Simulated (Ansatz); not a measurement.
System: C$_{2}$H$_{9}$AlS.

The calculation's input:

```
crystal:
  periodic: [false, false, false]
  atoms:
    - symbol: C
      position_ang: [1.396130, 0.354264, 0.938161]
    - symbol: C
      position_ang: [-1.602316, -0.327943, -0.525231]
    - symbol: Al
      position_ang: [-0.185260, 0.970325, -0.066163]
    - symbol: S
      position_ang: [-1.384630, 2.203938, 1.890231]
    - symbol: H
      position_ang: [1.146506, -0.365003, 1.737006]
    - symbol: H
      position_ang: [2.094590, -0.166637, 0.259134]
    - symbol: H
      position_ang: [1.964394, 1.182051, 1.394194]
    - symbol: H
      position_ang: [-0.064475, 2.295795, -0.964991]
    - symbol: H
      position_ang: [-1.821783, -1.032589, 0.295797]
    - symbol: H
      position_ang: [-1.286646, -0.945266, -1.385393]
    - symbol: H
      position_ang: [-2.551541, 0.149811, -0.822582]
    - symbol: H
      position_ang: [-2.547000, 2.449625, 1.246067]
    - symbol: H
      position_ang: [-1.887814, 1.124667, 2.530677]
basis:
  gaussian:
    orbitals: def2-TZVPD
hamiltonian:
  xc: pbe0
output: {forces: true, orbitals: {seedname: orbitals}}
```

Run with:

```sh
ansatz run input.yaml --threads 2 --pin off --max-ram 5220MiB --events-out events.jsonl --progress --plain --runs-dir runs
```

Geometry: PBE0-D4/def2-SVP.

Level of theory: isolated molecule in a Gaussian basis; Kohn-Sham density functional theory, functional PBE0 (Ansatz 0.2.0).

Predict the electron density and electron localisation function between the atoms.

Answer. C–Al (1.97 Å): ρ at the midpoint is about 0.69 e/Å³; the ELF peaks at about 0.95 between the atoms; a shared but strongly polarised pair.
Al–S (2.61 Å): ρ is about 0.31 e/Å³ halfway, with its minimum of 0.19 e/Å³ about 0.9 Å from Al; the ELF peaks at about 0.95 in the valence shell of S, 0.9 Å from its nucleus, and is about 0.85 at the midpoint.
C–H (1.10 Å): the density is about 1.9 e/Å³ at the midpoint; the ELF climbs to about 1 towards the hydrogen, as it does in any bond to H; a covalent bond by its length.
S–H (1.35 Å): ρ at the midpoint is about 1.5 e/Å³; the ELF climbs to about 1 towards the hydrogen.

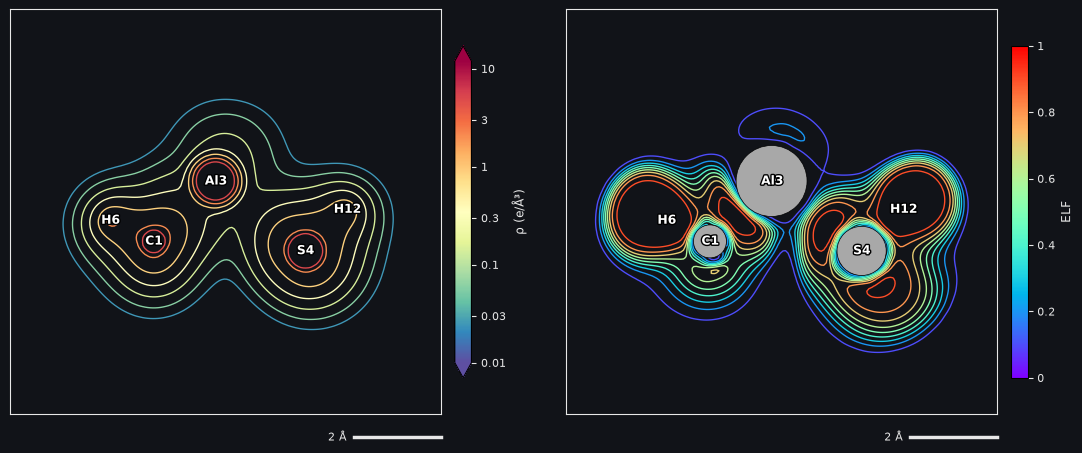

Computed electron density and electron localisation function on the plane of atoms C1, Al3 and S4, in this order. Grey discs cover the atomic cores in the ELF map. 
